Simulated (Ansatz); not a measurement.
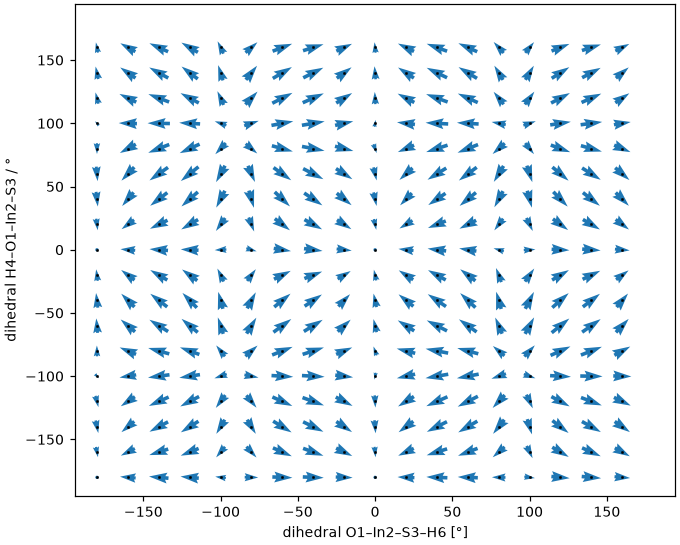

H₃InOS, SMILES [OH][InH][SH]. The first coordinate is: dihedral O1–In2–S3–H6; the second: dihedral H4–O1–In2–S3. Nothing is relaxed (all other coordinates rigid). Grid: 18 × 18 points; 164 points were computed and 160 follow by symmetry. Points are written as (first, second). The calculation used Ansatz 0.2.0, RKS CAM-B3LYP-D4/def2-SVP.

In the figure: dots at the grid points, arrows along the force (downhill), their lengths compressed.

The arrows alone are given. Where are the wells?

Answer. The arrows converge at (−180°, 0°); (0°, 0°) (23 cm⁻¹ up); (0°, −180°) (185 cm⁻¹ up); (−180°, −180°) (493 cm⁻¹ up) (read from the interpolated surface).

The energy map of the same scan:

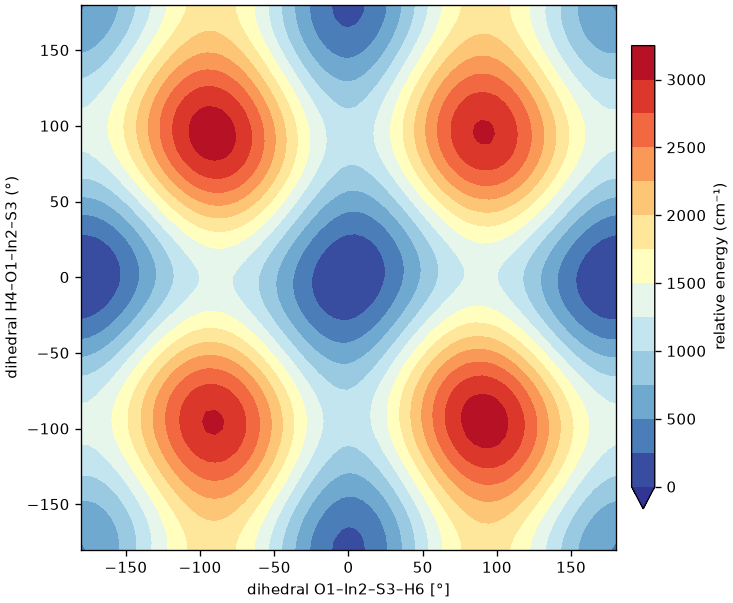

Energies are in cm⁻¹, from the lowest grid point; between grid points the surface is interpolated.
